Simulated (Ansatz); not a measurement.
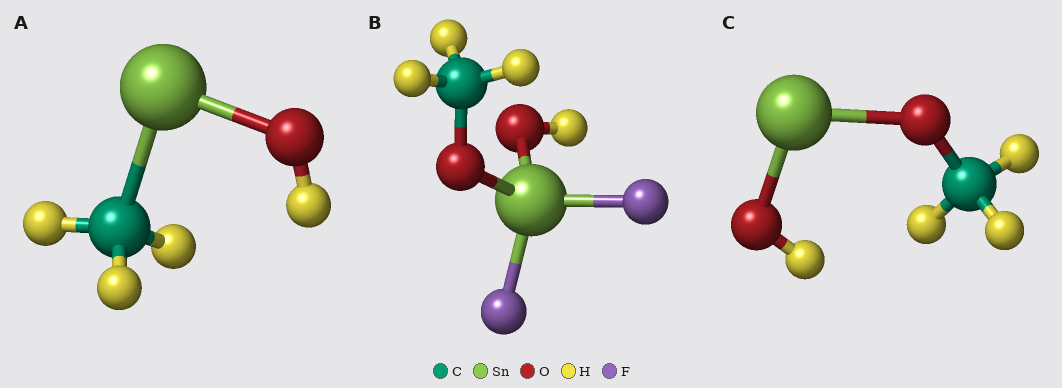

Source: calculation with Ansatz.

Q: Match each picture to its SMILES.
(1) [CH3][Sn][OH]
(2) C[O][Sn][OH]
(3) C[O][Sn]([OH])([F])[F]

A: A is (1), B is (3), C is (2).
